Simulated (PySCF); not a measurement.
**AlIn (triplet): density, localisation and related maps**

```xyz
2

Al    0.0000    0.0000   -2.3283
In    0.0000    0.0000    0.5467
```

Method: PBE0/x2c-SVPall, spin-free X2C-1e, Gaussian nucleus, at a bond length of 2.875 Å in PySCF 2.14.0.

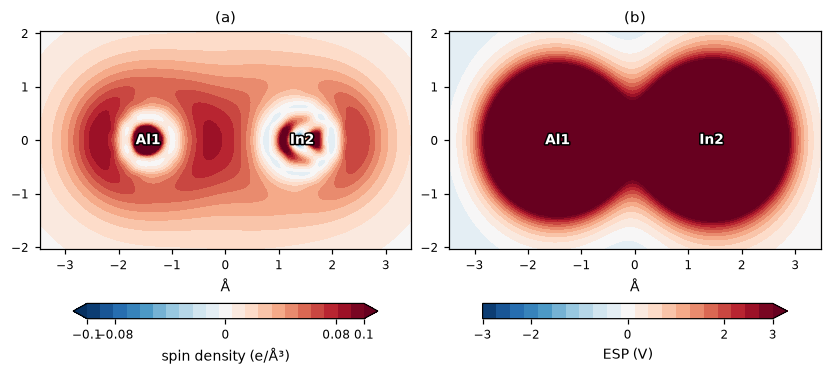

Figure 1. (a) spin density; (b) molecular electrostatic potential on a plane that holds the molecular axis.

**Interpret the plot.**

Atoms in the plane: Al and In. The unpaired spin (2 electrons) lies mostly on Al1 (about 1.1) and In2 (about 0.9), in electrons by Hirshfeld's partition. Outside the dense part of the molecule the potential is most negative (−0.3 V) near Al1.

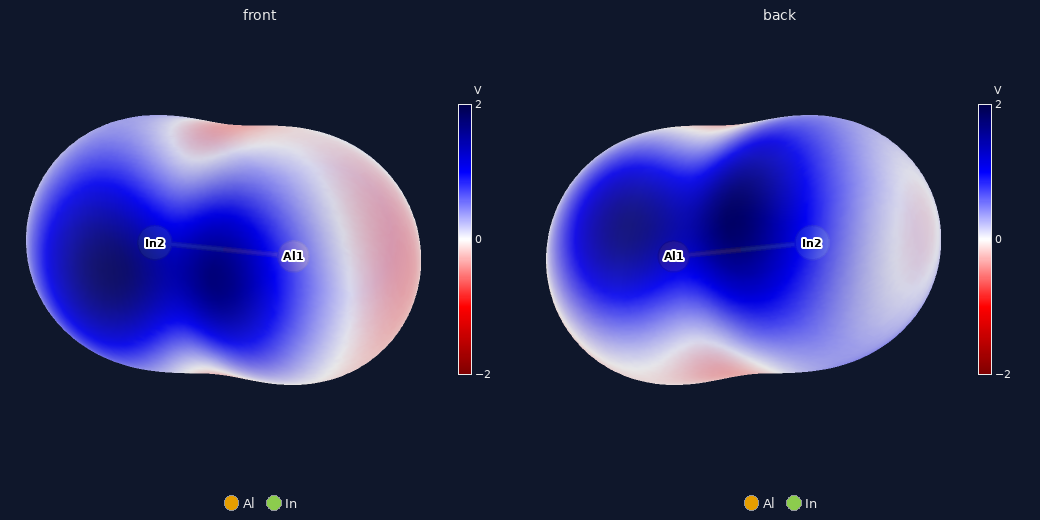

Figure 2. The electrostatic potential painted on the density surface at 0.002 e/bohr³, seen from the front and from behind; red is negative and blue positive.

**Describe the electrostatic potential map.**

The most negative region (about −0.3 V, or −7 kcal/mol for a unit charge) lies over Al1, the most positive (about +1.9 V, or +44 kcal/mol for a unit charge) over In2.
